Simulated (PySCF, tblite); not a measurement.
# C₅H₄F₃+: dynamics, then NMR shifts on frames

How do NMR shifts of C₅H₄F₃+ (`FC(F)(F)C[c+]1cc1`) change as the atoms move?

Programs: tblite 0.8.0 and PySCF 2.14.0, with density-fitted response routines of our own. Each step states its level of theory. These are calculated values for one molecule in the gas phase, unless marked as measured. Atoms count from 0, in the outputs and in this text.

## (1) The molecule as given

12 atoms, charge 1, multiplicity 1; geometry from: GFN2-xTB.

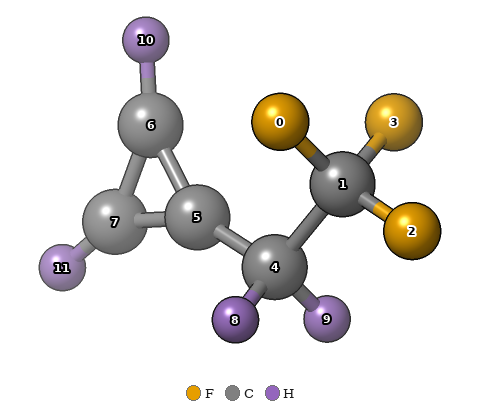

The starting geometry (fluorine amber, carbon grey, hydrogen purple), atoms numbered.

## (2) Thermal motion with GFN2-xTB

Job settings and geometry (Å):

```
{"job": {"kind": "md", "xc": "GFN2-xTB", "basis": "xTB", "temperature": 300, "steps": 2000, "every": 50, "frames": 5}, "charge": 1, "multiplicity": 1}
F      0.725380    -0.644045     1.899942
C      1.155313     0.355834     1.129093
F      2.444455     0.536306     1.339926
F      0.497182     1.454913     1.499067
C      0.874968     0.040732    -0.361149
C     -0.522960    -0.177627    -0.602928
C     -1.823908    -0.258730    -0.114151
C     -1.590123    -0.455528    -1.448125
H      1.458204    -0.843869    -0.661474
H      1.250068     0.865822    -0.986492
H     -2.506406    -0.205013     0.710452
H     -1.960974    -0.669482    -2.430187
```

Method: GFN2-xTB Langevin dynamics, gas phase.

Launch:

```sh
$ OMP_NUM_THREADS=1 python probes_run.py task.json out
```

The driver reads the jobs from task.json and runs them one after another.

Standard output:

```text
t/fs     T/K      E/eV
    0.0   261.5   -717.33824
   25.0   202.4   -717.12313
   50.0   247.5   -717.06547
   75.0   258.8   -716.99726
  100.0   247.2   -716.91125
  125.0   271.2   -716.85459
  150.0   272.9   -716.87558
  175.0   172.8   -716.78819
  200.0   367.6   -717.01322
  225.0   391.2   -717.08670
  250.0   238.0   -716.95881
  275.0   314.1   -717.02277
  300.0   244.0   -716.90466
  325.0   343.0   -716.94336
  350.0   398.4   -716.92816
  375.0   271.2   -716.92812
  400.0   374.5   -717.03482
  425.0   277.2   -717.04204
  450.0   201.4   -716.84960
  475.0   220.8   -716.90924
  500.0   381.1   -717.00891
  525.0   306.6   -717.01413
  550.0   276.9   -716.94325
  575.0   273.3   -716.88822
  600.0   344.2   -716.78895
  625.0   316.7   -716.81273
  650.0   367.0   -716.76719
  675.0   342.7   -716.87607
  700.0   343.1   -716.88375
  725.0   281.1   -716.76800
  750.0   225.3   -716.83570
  775.0   337.6   -716.99558
  800.0   238.5   -716.85495
  825.0   290.6   -716.85464
  850.0   283.0   -716.73711
  875.0   310.6   -716.81307
  900.0   345.8   -717.01340
  925.0   278.5   -717.00924
  950.0   258.2   -717.02505
  975.0   242.2   -716.99208
 1000.0   226.3   -716.98487
```

It took 15 s on 1 thread of Arm Neoverse N1, shared host; peak memory 0.18 GiB.

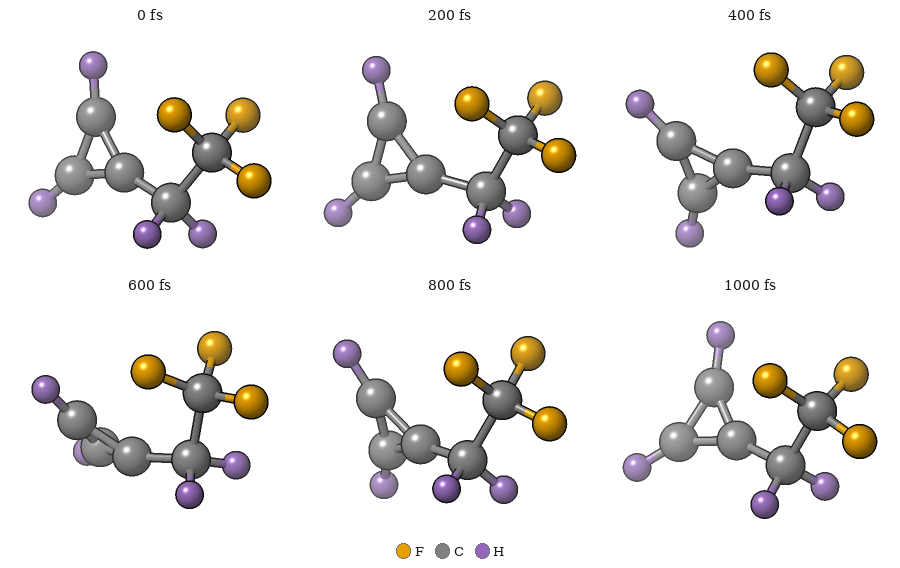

Frames of the run.

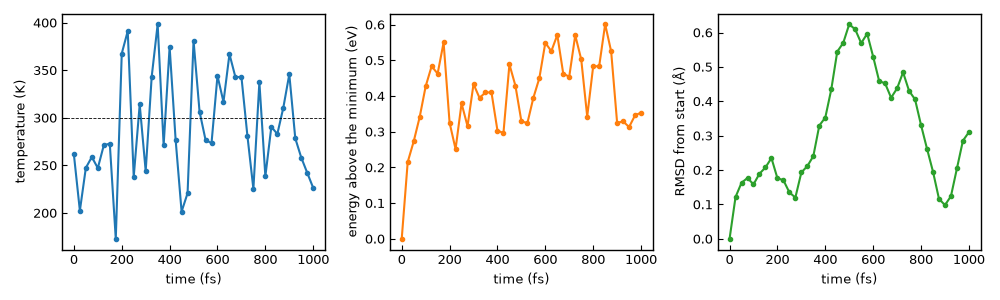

Temperature, potential energy and distance from the start.

Positions (Å) and forces (eV/Å) at 1000 fs:

```xyz
12

F    -0.008   -1.185    2.094    0.468    1.911   -0.080
C     0.434   -0.015    1.510    1.498   -0.879   -0.294
F     1.772    0.152    1.700   -1.033   -0.485    0.549
F    -0.149    1.098    1.916   -0.388   -0.732    0.512
C     0.286   -0.162   -0.008   -1.416   -0.456   -1.228
C    -1.113   -0.389   -0.386    0.245    0.320    0.160
C    -2.452   -0.243   -0.019   -0.498    0.314    1.407
C    -2.154   -0.918   -1.158    0.842    0.236    0.568
H     0.913   -0.932   -0.487    0.097    0.045    0.447
H     0.632    0.796   -0.402   -0.001    0.271   -0.310
H    -3.147    0.070    0.785    0.509   -0.193   -0.969
H    -2.426   -1.527   -1.966   -0.322   -0.349   -0.763
```

## (3) Nuclear shieldings: 250 fs, PBE0/pcSseg-1

Job settings and geometry (Å):

```
{"job": {"kind": "nmr", "xc": "PBE0", "basis": "pcSseg-1", "pop": false}, "charge": 1, "multiplicity": 1}
F      0.102500    -0.413600     2.167400
C      0.606300     0.634800     1.477500
F      1.860900     0.870000     2.009400
F     -0.204400     1.633600     1.732700
C      0.626700     0.383400    -0.069200
C     -0.722700    -0.105200    -0.519000
C     -2.003800    -0.584700    -0.221000
C     -1.570300    -0.689700    -1.479600
H      1.392700    -0.369000    -0.482500
H      0.916200     1.326800    -0.561500
H     -2.804700    -0.817400     0.470300
H     -1.744600    -0.779700    -2.533800
```

Level: GIAO PBE0/pcSseg-1 NMR shielding, non-relativistic, gas phase.

Standard output:

```text
coarse grid: 11168 points
cycle   1  E = -491.3195369237  dE =  1.627e+00  |g| = 9.042e-01  |ddm| = 3.051e+00
cycle   2  E = -491.1520292437  dE =  1.675e-01  |g| = 1.425e+00  |ddm| = 1.394e+00
cycle   3  E = -491.4660509438  dE = -3.140e-01  |g| = 7.750e-02  |ddm| = 7.908e-01
cycle   4  E = -491.4666571130  dE = -6.062e-04  |g| = 5.622e-02  |ddm| = 9.537e-02
cycle   5  E = -491.4672746343  dE = -6.175e-04  |g| = 1.069e-02  |ddm| = 4.561e-02
cycle   6  E = -491.4672952827  dE = -2.065e-05  |g| = 3.336e-03  |ddm| = 9.648e-03
cycle   7  E = -491.4672978048  dE = -2.522e-06  |g| = 5.952e-04  |ddm| = 2.828e-03
final grid: 112344 points
cycle   8  E = -491.5349521912  dE = -3.932e-05  |g| = 6.699e-03  |ddm| = 2.566e-02
cycle   9  E = -491.5349478116  dE =  4.380e-06  |g| = 8.971e-03  |ddm| = 1.078e-02
cycle  10  E = -491.5349615068  dE = -1.370e-05  |g| = 1.014e-03  |ddm| = 5.612e-03
cycle  11  E = -491.5349617020  dE = -1.952e-07  |g| = 2.214e-04  |ddm| = 8.642e-04
cycle  12  E = -491.5349617093  dE = -7.232e-09  |g| = 1.095e-04  |ddm| = 2.066e-04
cycle  13  E = -491.5349617117  dE = -2.423e-09  |g| = 1.687e-05  |ddm| = 8.923e-05
cycle  14  E = -491.5349617117  dE = -6.287e-11  |g| = 5.499e-06  |ddm| = 1.644e-05
converged SCF energy = -491.5349617117

GIAO shielding tensors (ppm)
atom      isotropic    diamagn.    paramagn.     s11        s22        s33       span
  0 F      236.577     474.362    -237.785    153.379    223.873    332.478    179.099
  1 C       50.821     241.083    -190.263     41.997     49.877     60.588     18.591
  2 F      219.567     469.233    -249.666    121.583    190.780    346.338    224.755
  3 F      237.760     472.687    -234.927    172.020    238.111    303.149    131.129
  4 C      137.119     247.608    -110.488    113.531    140.542    157.285     43.754
  5 C      -21.604     251.118    -272.722   -168.088    -98.402    201.678    369.766
  6 C        7.795     252.183    -244.388   -113.199    -58.054    194.637    307.836
  7 C        5.400     256.616    -251.216   -116.564    -65.665    198.428    314.992
  8 H       25.641      25.563       0.078     21.367     24.466     31.091      9.723
  9 H       26.498      26.171       0.327     22.547     25.766     31.180      8.633
 10 H       20.977      28.955      -7.979     17.930     20.750     24.249      6.319
 11 H       21.147      29.957      -8.810     18.007     21.662     23.772      5.765
```

It took 29 s on 1 thread of Arm Neoverse N1, shared host; peak memory 0.72 GiB.

The references, computed at this level on geometries of the same kind, shield at (ppm): ¹H TMS 31.72, ¹³C TMS 186.9, ¹⁹F CFCl3 170.9. Their shielding less the atom's gives the shift. The references are single molecules in the gas phase, so shifts against H2O, NH3, PH3, H3PO4 or CFCl3 are not on the usual liquid scales and can be off by tens of ppm. Each atom is listed at this fixed geometry, with no averaging over motion; a spectrum would average atoms that exchange fast.

```
atoms  σ (ppm)  δ (ppm)
   C5    -21.6    208.5
   C7      5.4    181.5
   C6      7.8    179.1
   C1     50.8    136.1
   C4    137.1     49.8
  H10    20.98    10.74
  H11    21.15    10.57
   H8    25.64     6.08
   H9    26.50     5.22
   F2    219.6    -48.6
   F0    236.6    -65.6
   F3    237.8    -66.8
```

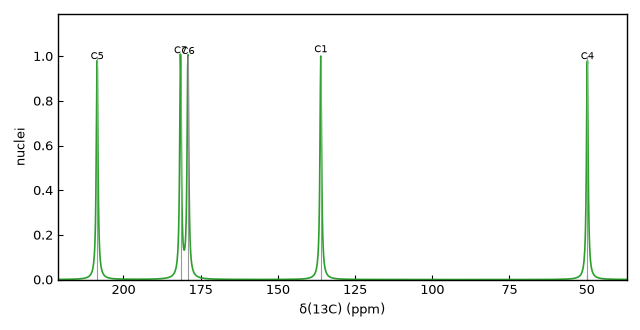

¹³C lines at the computed shifts, without couplings. Lines are broadened to a width of 0.63 ppm (Lorentzian).

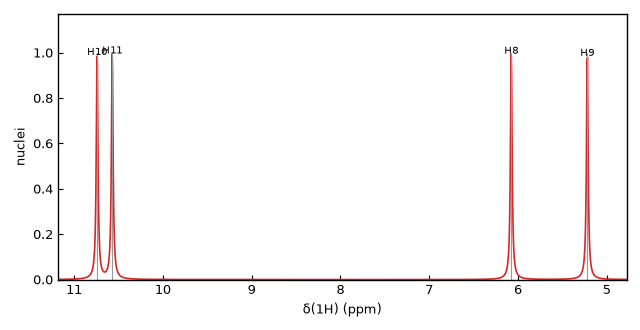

¹H lines at the computed shifts, without couplings. Lines are broadened to a width of 0.02 ppm (Lorentzian).

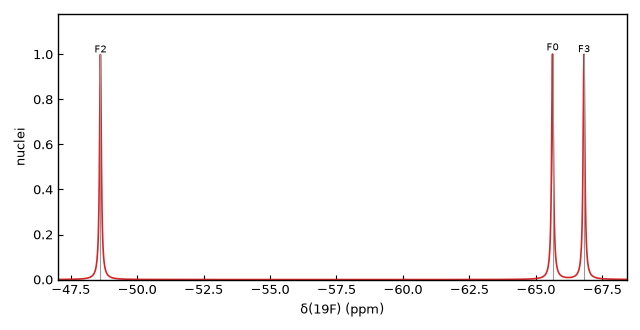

¹⁹F lines at the computed shifts, without couplings. Lines are broadened to a width of 0.08 ppm (Lorentzian).

Ring of atoms C5, C6, C7: NICS(0) -22.9, NICS(1) -14.3, NICS(1)zz -25.8 ppm (means of both faces).

In rings of three or four atoms NICS is ruled by the nearby σ bonds, so it says little on aromaticity.

## (4) NMR shieldings: 425 fs, PBE0/pcSseg-1

Job settings and geometry (Å):

```
{"job": {"kind": "nmr", "xc": "PBE0", "basis": "pcSseg-1", "pop": false}, "charge": 1, "multiplicity": 1}
F     -0.412600    -0.723400     2.293600
C      0.238500     0.367500     1.791000
F      1.447000     0.365700     2.418300
F     -0.436700     1.493800     1.980100
C      0.412800     0.171500     0.269300
C     -0.717900    -0.228000    -0.555100
C     -1.822600    -1.055300    -0.689100
C     -1.434800    -0.259300    -1.759800
H      1.181400    -0.659500     0.125000
H      0.924900     1.081800    -0.069400
H     -2.530100    -1.752100    -0.250600
H     -1.433600     0.138200    -2.758900
```

Method: GIAO PBE0/pcSseg-1 NMR shielding, non-relativistic, gas phase.

Standard output:

```text
coarse grid: 11168 points
cycle   1  E = -491.3267194186  dE =  1.639e+00  |g| = 8.901e-01  |ddm| = 3.090e+00
cycle   2  E = -491.1802185597  dE =  1.465e-01  |g| = 1.375e+00  |ddm| = 1.386e+00
cycle   3  E = -491.4687179217  dE = -2.885e-01  |g| = 6.854e-02  |ddm| = 7.596e-01
cycle   4  E = -491.4693085611  dE = -5.906e-04  |g| = 4.487e-02  |ddm| = 8.565e-02
cycle   5  E = -491.4697205485  dE = -4.120e-04  |g| = 1.085e-02  |ddm| = 4.108e-02
cycle   6  E = -491.4697424321  dE = -2.188e-05  |g| = 3.342e-03  |ddm| = 9.970e-03
cycle   7  E = -491.4697449179  dE = -2.486e-06  |g| = 5.386e-04  |ddm| = 2.848e-03
final grid: 112344 points
cycle   8  E = -491.5375627283  dE = -4.084e-05  |g| = 6.820e-03  |ddm| = 2.679e-02
cycle   9  E = -491.5375584097  dE =  4.319e-06  |g| = 9.058e-03  |ddm| = 1.094e-02
cycle  10  E = -491.5375723742  dE = -1.396e-05  |g| = 9.822e-04  |ddm| = 5.698e-03
cycle  11  E = -491.5375725618  dE = -1.876e-07  |g| = 2.135e-04  |ddm| = 8.610e-04
cycle  12  E = -491.5375725694  dE = -7.607e-09  |g| = 9.983e-05  |ddm| = 2.230e-04
cycle  13  E = -491.5375725715  dE = -2.121e-09  |g| = 1.954e-05  |ddm| = 8.873e-05
cycle  14  E = -491.5375725716  dE = -8.504e-11  |g| = 4.892e-06  |ddm| = 1.993e-05
converged SCF energy = -491.5375725716

GIAO shielding tensors (ppm)
atom      isotropic    diamagn.    paramagn.     s11        s22        s33       span
  0 F      235.533     474.418    -238.886    143.439    229.100    334.060    190.621
  1 C       51.090     244.159    -193.070     39.927     51.714     61.628     21.701
  2 F      220.457     469.646    -249.189    136.986    193.060    331.325    194.340
  3 F      231.838     471.793    -239.955    161.245    227.696    306.573    145.328
  4 C      144.067     249.319    -105.253    123.427    144.344    164.429     41.002
  5 C       -9.020     248.068    -257.088   -150.064    -76.243    199.247    349.310
  6 C        3.147     255.422    -252.274   -121.685    -65.472    196.598    318.283
  7 C        1.558     256.617    -255.058   -125.128    -72.721    202.523    327.650
  8 H       26.747      27.003      -0.257     23.040     25.282     31.918      8.878
  9 H       26.773      28.143      -1.370     22.606     26.381     31.332      8.726
 10 H       20.713      29.153      -8.440     17.553     20.731     23.856      6.303
 11 H       20.692      29.704      -9.012     17.233     21.341     23.501      6.268
```

It took 29 s on 1 thread of Arm Neoverse N1, shared host; peak memory 0.74 GiB.

This run: δ C5 195.9, C7 185.4, C6 183.8, C1 135.8, H11 11.03, H10 11.00 ppm.

[end of part 1 of 2]
